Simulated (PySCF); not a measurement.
## Electronic structure of BCl₃···N₂ in real space

```yaml
atoms:
  - { symbol: Cl, position_ang: [1.3147, 0.2249, 1.2443] }
  - { symbol: B, position_ang: [-0.0094, 0.1246, 0.1137] }
  - { symbol: Cl, position_ang: [0.2099, 0.6508, -1.5345] }
  - { symbol: Cl, position_ang: [-1.5616, -0.4725, 0.6384] }
  - { symbol: N, position_ang: [0.8795, -2.9122, -0.5420] }
  - { symbol: N, position_ang: [1.1991, -3.9487, -0.7087] }
```

Geometry: PBE0-D3(BJ)/def2-SVPD.

These are results of wB97M-D3(BJ)/def2-TZVPD, SCF density, gas phase (PySCF 2.14.0), not measurements.

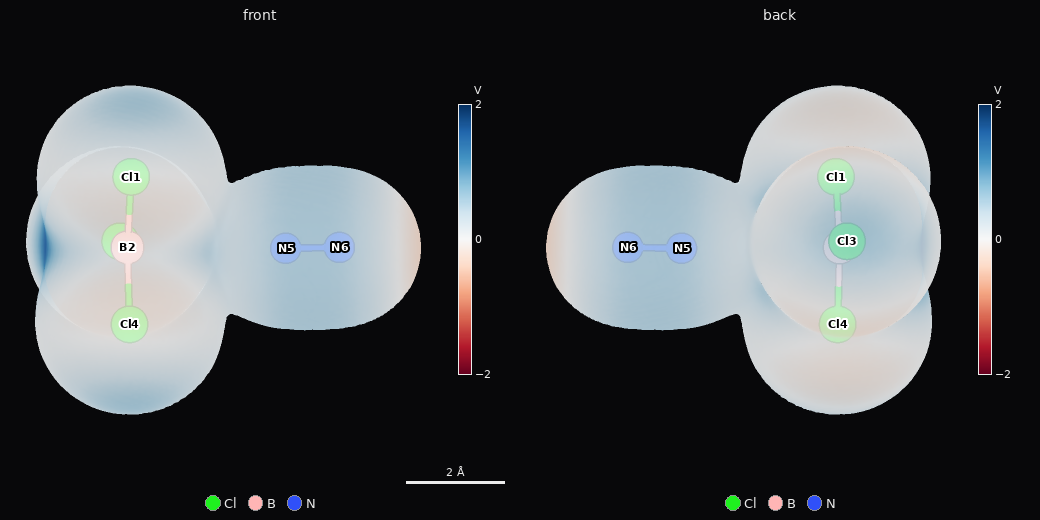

Figure 1. The electrostatic potential painted on the density surface at 0.002 e/bohr³, seen from the front and from behind; the colour scale runs from red (negative) to blue (positive).

**Describe the electrostatic potential map.**

The most negative region (about −0.3 V) lies over N6, the most positive (about +1.4 V, or +32 kcal/mol for a unit charge) over B2. Cl1 shows a σ-hole: about +0.7 V, or +16 kcal/mol for a unit charge at the tip opposite its bond, against about 0.0 V on its flanks. Cl3 shows a σ-hole: about +0.7 V, or +16 kcal/mol for a unit charge at the tip opposite its bond, against about 0.0 V on its flanks. Cl4 shows a σ-hole: about +0.7 V, or +16 kcal/mol for a unit charge at the tip opposite its bond, against about 0.0 V on its flanks.

**How polar is the complex by this calculation?**

Its dipole moment is 0.19 D.

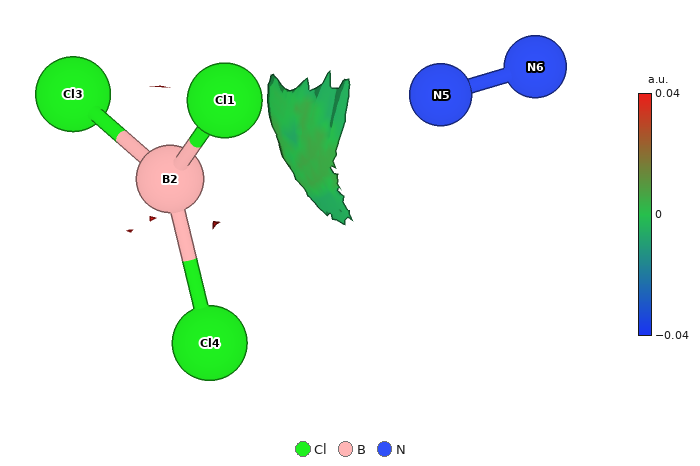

Figure 2. Non-covalent interaction (NCI) plot: the surface where the reduced density gradient is 0.5, for densities under 0.05 a.u., coloured by sign(λ₂)ρ; seen at a tilt.

**What holds or crowds the atoms apart from the covalent bonds?**

Between B2 on one side and N5 on the other: a weak contact (green).

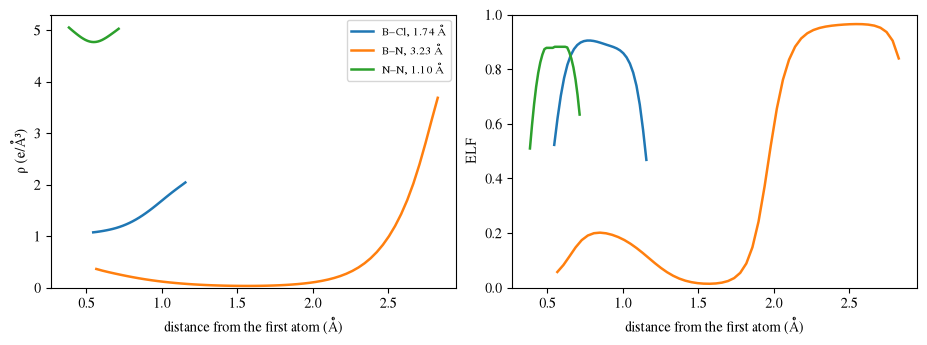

Figure 3. Electron density and electron localisation function along straight lines between neighbouring atoms. The curves leave out the atomic cores.

**Compare the contacts.**

B–Cl (1.74 Å): ρ is about 1.4 e/Å³ halfway; the ELF peaks at about 0.90 between the atoms, as expected for a polar covalent bond.
B2···N5 (3.23 Å): the density falls to about 0.03 e/Å³ on the way; the ELF dips to about 0 between them (a non-bonded, intermolecular contact).
N–N (1.10 Å): ρ is about 4.8 e/Å³ halfway; the ELF peaks at about 0.90 between the atoms (a short, multiple covalent bond).
